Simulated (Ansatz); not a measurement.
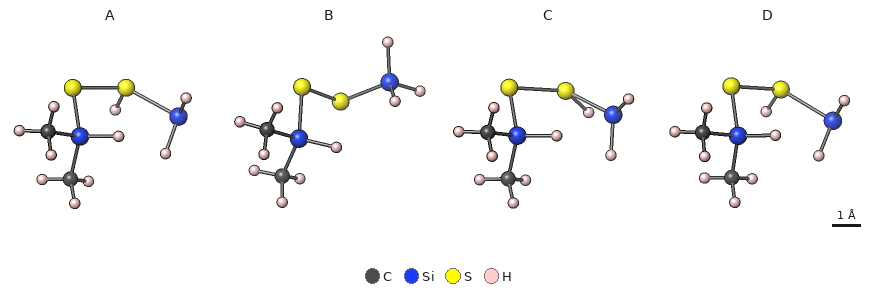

4 geometries from a converged minimum-energy path of C₂H₁₀S₂Si₂, shuffled. The picture is a ball-and-stick view, seen from a free direction.

These are results of RKS B3LYP-D4/6-31G* in Ansatz 0.2.0, not measurements. Set-up: 5 movable images; climbing image; force threshold 0.03 eV/Å; iteration limit 60; starting path through a guess of the saddle point.

Which of them lies highest in energy?

C. In order along the path, whose images run from 0 to 6: B (image 0, 0.00 eV), C (image 3, +2.72 eV), A (image 5, +1.94 eV), D (image 6, +1.93 eV). A hydrogen atom shifts from one atom to another. Breaking: H–Si (1.49 → 2.77 Å). Forming: H–S (2.93 → 1.35 Å).

The run took 8.5 min on 2 threads of Intel(R) Xeon(R) 6975P-C (Granite Rapids), on a shared host, peak memory 0.39 GiB.
